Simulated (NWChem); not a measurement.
# A workflow on the pair HF···BH3O2

Aim: a single-point energy (singlet BH4O2F, B97-D/aug-cc-pVDZ), then a single-point energy (singlet HF, B97-D/aug-cc-pVDZ), then a single-point energy (singlet BH3O2, B97-D/aug-cc-pVDZ), then a single-point energy (singlet HF, B97-D/aug-cc-pVDZ), then the energy (singlet BH3O2, B97-D/aug-cc-pVDZ) of BFH4O2 and its partners. 

Program for the calculation: NWChem 7.3.0.

### Step 1. Starting point

BH4O2F: 8 atoms, total charge 0, spin state singlet. The two molecules were placed rigidly side by side, at 0.9 times their contact distance; the pair isn't optimised.

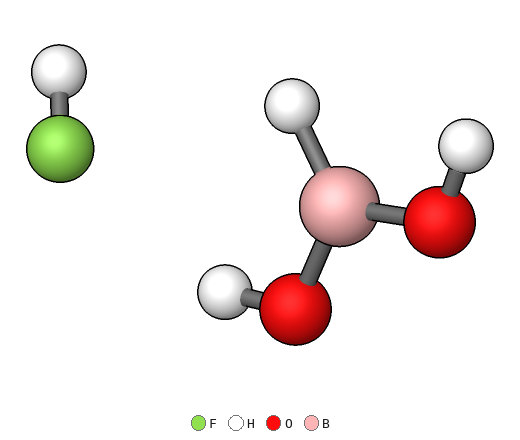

Viewed from a chosen angle; fluorine green, hydrogen white, oxygen red, boron pink.

### Step 2. The energy at B97-D/aug-cc-pVDZ (run 1)

File bfh4o2.nw:

```
echo
start bfh4o2
title "BFH4O2"
memory stack 880 mb heap 220 mb global 1100 mb
charge 0

geometry units bohr noautosym nocenter noautoz
  F     -0.73699319     0.27325440    -0.37114221
  H      0.73699319    -0.27325440     0.37114221
  O     -3.22961754     4.94749197     2.26793591
  B     -0.94106471     5.77041100     1.45856621
  O     -0.80696975     8.19976732     0.65220118
  H     -3.19841816     3.22088700     2.81066525
  H      0.88369263     4.40986488     1.45580721
  H      0.85572468     8.66331714     0.10703409
end

basis spherical bse
  * library aug-cc-pVDZ
end

dft
  xc becke97-d
  grid fine
  convergence energy 1e-08
  maxiter 100
  mulliken
  noprint "final vectors analysis"
end

task dft energy
```

On the command line:

```
$ nwchem bfh4o2.nw > bfh4o2.out
```

The log of the run, cut to the lines that bear on the results:

```text
[...]
          Wavefunction type:  closed shell.
          No. of atoms     :     8
          No. of electrons :    34
[...]
          Charge           :     0
          Spin multiplicity:     1
[...]
          AO basis - number of functions:   128
[...]
              XC Information
              --------------
                   Becke 97-D Method XC Functional
                  Becke 1997-D Exchange Functional  1.000
                Becke 1997-D Correlation Potential  1.000
[...]
 d= 0,ls=0.0,diis     1   -277.4241581182 -3.86D+02  1.27D-02  1.06D+00     4.1
[...]
 d= 0,ls=0.0,diis    10   -277.5426894651 -1.39D-09  1.63D-07  1.73D-09    34.9
         Total DFT energy =     -277.542689465092
      One electron energy =     -598.915291126232
           Coulomb energy =      245.564034214244
    Exchange-Corr. energy =      -33.113541970247
 Nuclear repulsion energy =      108.926957376164
    Dispersion correction =       -0.004847959021
[...]
      Total Density - Mulliken Population Analysis
     ---------------------------------------------
    Atom       Charge   Shell Charges
 -----------   ------   -------------------------------------------------------
    1 F    9     9.27   2.01  0.91  0.93  0.13  3.36  1.76  0.19  0.00 -0.01
    2 H    1     0.72   0.71 -0.12 -0.00  0.10  0.03
    3 O    8     8.37   2.01  0.84  0.82  0.24  2.91  1.39  0.15  0.01 -0.01
    4 B    5     4.97   2.03  0.56  0.24 -0.06  1.64  0.24  0.00  0.27  0.05
    5 O    8     8.31   2.01  0.84  0.81  0.20  2.91  1.39  0.15  0.01 -0.01
    6 H    1     0.83   0.76 -0.02  0.00  0.08  0.01
    7 H    1     0.68   0.79 -0.19  0.02  0.02  0.04
    8 H    1     0.86   0.76  0.01 -0.00  0.08  0.02
[...]
```

Wall time 35 s (1 thread of Intel Xeon Platinum 8488C (Sapphire Rapids), shared host); peak memory 0.12 GiB.

### Step 3. HF: the energy at B97-D/aug-cc-pVDZ (run 2)

File fh.nw:

```
echo
start fh
memory stack 880 mb heap 220 mb global 1100 mb
charge 0

geometry units angstrom noautosym nocenter noautoz
 F       -0.390000       0.144600      -0.196400
 H        0.390000      -0.144600       0.196400
end

basis spherical bse
 * library aug-cc-pVDZ
end

dft
 xc becke97-d
 mult 1
 grid fine
 convergence energy 1e-08
 iterations 100
 mulliken
 print low
end

task dft energy
```

On the command line:

```
$ nwchem fh.nw > fh.out
```

The log of the run, cut to the lines that bear on the results:

```text
[...]
 d= 0,ls=0.0,diis     1   -100.3835300987 -1.06D+02  2.14D-02  3.14D-01     0.2
[...]
 d= 0,ls=0.0,diis     7   -100.4160117364 -7.96D-10  1.66D-07  9.56D-11     0.8
         Total DFT energy =     -100.416011736423
      One electron energy =     -150.388311949311
           Coulomb energy =       55.573204177570
    Exchange-Corr. energy =      -10.777855021394
 Nuclear repulsion energy =        5.176952686031
    Dispersion correction =       -0.000001629320
[...]
      Total Density - Mulliken Population Analysis
     ---------------------------------------------
    Atom       Charge   Shell Charges
 -----------   ------   -------------------------------------------------------
    1 F    9     9.26   2.01  0.91  0.92  0.13  3.35  1.75  0.19  0.00 -0.01
    2 H    1     0.74   0.71 -0.11 -0.00  0.10  0.03
[...]
```

Wall time 1.3 s (1 thread of Intel Xeon Platinum 8488C (Sapphire Rapids), shared host); peak memory 0.11 GiB.

### Step 4. BH3O2: the energy at B97-D/aug-cc-pVDZ (run 3)

File calc.nw:

```
START calc
TITLE "BH3O2"
memory 2200 mb

GEOMETRY units bohr noautosym nocenter noautoz
   O  -3.22961754  4.94749197  2.26793591
   B  -0.94106471  5.77041100  1.45856621
   O  -0.80696975  8.19976732  0.65220118
   H  -3.19841816  3.22088700  2.81066525
   H   0.88369263  4.40986488  1.45580721
   H   0.85572468  8.66331714  0.10703409
END

BASIS spherical bse
   * library aug-cc-pVDZ
END

DFT
   xc becke97-d
   grid fine
   convergence energy 1e-08
   maxiter 100
   mulliken
   noprint "final vectors analysis"
END

TASK dft energy
```

On the command line:

```
$ nwchem calc.nw > calc.out
```

The log of the run, cut to the lines that bear on the results:

```text
[...]
          Wavefunction type:  closed shell.
          No. of atoms     :     6
          No. of electrons :    24
[...]
          Charge           :     0
          Spin multiplicity:     1
[...]
          AO basis - number of functions:    96
[...]
              XC Information
              --------------
                   Becke 97-D Method XC Functional
                  Becke 1997-D Exchange Functional  1.000
                Becke 1997-D Correlation Potential  1.000
[...]
 d= 0,ls=0.0,diis     1   -177.0386980106 -2.44D+02  1.51D-02  7.53D-01     2.0
[...]
 d= 0,ls=0.0,diis     8   -177.1257738328 -2.73D-09  4.24D-07  5.54D-09    12.8
         Total DFT energy =     -177.125773832764
      One electron energy =     -374.392276974214
           Coulomb energy =      152.893238372428
    Exchange-Corr. energy =      -22.329959306014
 Nuclear repulsion energy =       66.705272080487
    Dispersion correction =       -0.002048005451
[...]
      Total Density - Mulliken Population Analysis
     ---------------------------------------------
    Atom       Charge   Shell Charges
 -----------   ------   -------------------------------------------------------
    1 O    8     8.30   2.01  0.84  0.81  0.19  2.91  1.38  0.14  0.01 -0.01
    2 B    5     4.99   2.03  0.56  0.22 -0.07  1.64  0.27 -0.00  0.26  0.07
    3 O    8     8.30   2.01  0.84  0.81  0.19  2.91  1.39  0.14  0.01 -0.01
    4 H    1     0.85   0.76 -0.00  0.00  0.08  0.01
    5 H    1     0.72   0.79 -0.13  0.02  0.02  0.03
    6 H    1     0.85   0.76 -0.00  0.00  0.08  0.01
[...]
```

It took 14 s on 1 thread of Intel Xeon Platinum 8488C (Sapphire Rapids), shared host; peak memory 0.11 GiB.

### Step 5. HF among ghost functions: the energy at B97-D/aug-cc-pVDZ (with ghost functions) (run 4)

File nw.nw:

```
start nw
title "FH energy"
memory stack 880 mb heap 220 mb global 1100 mb
charge 0
geometry noautosym nocenter noautoz
F     -0.390000     0.144600    -0.196400
H      0.390000    -0.144600     0.196400
bqO     -1.709040     2.618100     1.200140
bqB     -0.497990     3.053570     0.771840
bqO     -0.427030     4.339130     0.345130
bqH     -1.692530     1.704420     1.487340
bqH      0.467630     2.333600     0.770380
bqH      0.452830     4.584430     0.056640
end
basis spherical bse
F library aug-cc-pVDZ
H library aug-cc-pVDZ
bqO library O aug-cc-pVDZ
bqB library B aug-cc-pVDZ
bqH library H aug-cc-pVDZ
end
dft
xc becke97-d
mult 1
grid fine
convergence energy 1e-08
maxiter 100
mulliken
print low
end
task dft energy
```

On the command line:

```
$ nwchem nw.nw > nw.out
```

The log of the run, cut to the lines that bear on the results:

```text
[...]
 d= 0,ls=0.0,diis     1   -100.3837440422 -1.06D+02  5.77D-03  3.16D-01     3.4
[...]
 d= 0,ls=0.0,diis     7   -100.4162542300 -8.10D-10  5.08D-08  1.09D-10    22.4
         Total DFT energy =     -100.416254229953
      One electron energy =     -150.389496106819
           Coulomb energy =       55.574264081879
    Exchange-Corr. energy =      -10.777973261724
 Nuclear repulsion energy =        5.176952686031
    Dispersion correction =       -0.000001629320
[...]
      Total Density - Mulliken Population Analysis
     ---------------------------------------------
    Atom       Charge   Shell Charges
 -----------   ------   -------------------------------------------------------
    1 F    9     9.29   2.01  0.91  0.93  0.14  3.35  1.75  0.20  0.00 -0.01
    2 H    1     0.71   0.71 -0.13 -0.00  0.10  0.03
    3 X    0    -0.00  -0.00 -0.00 -0.00 -0.00 -0.00  0.00  0.00 -0.00  0.00
    4 X    0    -0.01  -0.00 -0.00 -0.00  0.00 -0.00 -0.01  0.00  0.00 -0.01
    5 X    0    -0.00  -0.00 -0.00  0.00 -0.00  0.00  0.00 -0.00  0.00  0.00
    6 X    0     0.00  -0.00  0.00 -0.00  0.00  0.00
    7 X    0     0.01  -0.00  0.01 -0.01  0.00  0.01
    8 X    0     0.00  -0.00  0.00  0.00 -0.00  0.00
[...]
```

It took 23 s on 1 thread of Intel Xeon Platinum 8488C (Sapphire Rapids), shared host; peak memory 0.12 GiB.

### Step 6. BH3O2 among ghost functions: the energy at B97-D/aug-cc-pVDZ (with ghost functions) (run 5)

File input.nw:

```
start input
memory 2200 mb
charge 0

geometry units angstrom noautosym nocenter noautoz
  O     -1.709040     2.618100     1.200140
  B     -0.497990     3.053570     0.771840
  O     -0.427030     4.339130     0.345130
  H     -1.692530     1.704420     1.487340
  H      0.467630     2.333600     0.770380
  H      0.452830     4.584430     0.056640
  bqF     -0.390000     0.144600    -0.196400
  bqH      0.390000    -0.144600     0.196400
end

basis spherical bse
  O library aug-cc-pVDZ
  B library aug-cc-pVDZ
  H library aug-cc-pVDZ
  bqF library F aug-cc-pVDZ
  bqH library H aug-cc-pVDZ
end

dft
  xc becke97-d
  grid fine
  convergence energy 1e-08
  maxiter 100
  mulliken
  print low
end

task dft energy
```

On the command line:

```
$ nwchem input.nw > input.out
```

The log of the run, cut to the lines that bear on the results:

```text
[...]
 d= 0,ls=0.0,diis     1   -177.0388081612 -2.44D+02  1.15D-02  7.54D-01     3.9
[...]
 d= 0,ls=0.0,diis     8   -177.1259531019 -8.73D-09  7.09D-07  3.19D-08    27.4
         Total DFT energy =     -177.125953101902
      One electron energy =     -374.393595504969
           Coulomb energy =      152.894542453313
    Exchange-Corr. energy =      -22.330128976369
 Nuclear repulsion energy =       66.705276931432
    Dispersion correction =       -0.002048005310
[...]
      Total Density - Mulliken Population Analysis
     ---------------------------------------------
    Atom       Charge   Shell Charges
 -----------   ------   -------------------------------------------------------
    1 O    8     8.36   2.01  0.84  0.82  0.24  2.91  1.39  0.15  0.01 -0.01
    2 B    5     4.98   2.03  0.56  0.23 -0.06  1.64  0.25 -0.00  0.26  0.06
    3 O    8     8.31   2.01  0.84  0.81  0.20  2.91  1.39  0.15  0.01 -0.01
    4 H    1     0.83   0.76 -0.02  0.01  0.08  0.01
    5 H    1     0.65   0.79 -0.19  0.01  0.02  0.03
    6 H    1     0.86   0.76  0.01 -0.01  0.08  0.02
    7 X    0    -0.00   0.00  0.00 -0.00 -0.00 -0.00  0.00 -0.00 -0.00  0.00
    8 X    0     0.00   0.00  0.00  0.00 -0.00 -0.00
[...]
```

It took 28 s on 1 thread of Intel Xeon Platinum 8488C (Sapphire Rapids), shared host; peak memory 0.12 GiB.

### Step 7. Results

| quantity | value |
| --- | --- |
| run 1, B97-D/aug-cc-pVDZ: total energy | -277.54269 Eh |
| run 1, B97-D/aug-cc-pVDZ: dipole moment | 3.68 D |
| run 1, B97-D/aug-cc-pVDZ: dispersion energy | -12.73 kJ/mol |
| HF: total energy | -100.41601 Eh |
| HF: dispersion energy | 0.00 kJ/mol |
| BH3O2: total energy | -177.12577 Eh |
| BH3O2: dipole moment | 2.07 D |
| BH3O2: dispersion energy | -5.38 kJ/mol |
| HF among ghost functions: total energy | -100.41625 Eh |
| HF among ghost functions: dispersion energy | 0.00 kJ/mol |
| BH3O2 among ghost functions: total energy | -177.12595 Eh |
| BH3O2 among ghost functions: dispersion energy | -5.38 kJ/mol |
| interaction energy of the rigid parts HF and BH3O2 (parts in their own basis; closest atoms 2.54 Å apart) | -0.025 eV |
| interaction energy of the rigid parts HF and BH3O2 (parts in the whole basis, counterpoise; closest atoms 2.54 Å apart) | -0.013 eV |

In words: The interaction energy of the rigid parts HF and BH3O2 (parts in their own basis; closest atoms 2.54 Å apart) is −0.02 eV (−0.6 kcal/mol): the parts attract. Without counterpoise this holds the superposition error of the basis. The interaction energy of the rigid parts HF and BH3O2 (parts in the whole basis, counterpoise; closest atoms 2.54 Å apart) is −0.01 eV (−0.3 kcal/mol). The basis-set superposition error is 1.1 kJ/mol. Mulliken charges (BH3O2) run from -0.30 on O1 to +0.28 on H5; in a basis this large or diffuse they mean little.
